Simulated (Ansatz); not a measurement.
```yaml
atoms:
  - { symbol: S, position_ang: [-1.7035, -0.9531, 2.7975] }
  - { symbol: C, position_ang: [-0.3931, -0.1562, 3.0096] }
  - { symbol: S, position_ang: [0.9173, 0.6408, 3.2220] }
```

Geometry: PBE0-D4/def2-TZVP.

Computed with Ansatz 0.2.0, RKS PBE0-D4/def2-TZVPPD.

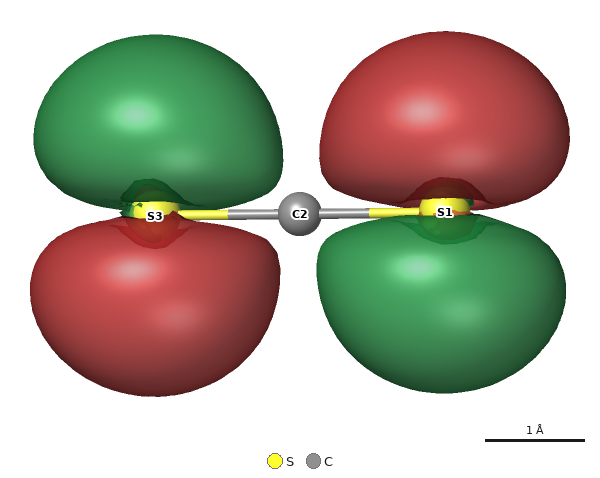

CS₂. The HOMO at ±0.08 Å⁻³ᐟ² (green and red are the two phases), seen from one side.

### Where does this orbital lie, and at what energy?

By Hirshfeld shares it lies mainly on S1 (about 45 %) and S3 (about 45 %); it is gerade (even under inversion); largely a combination of lone pairs on S1 and S3. It is one of a degenerate set, so its orientation is arbitrary. Its energy is −7.85 eV.
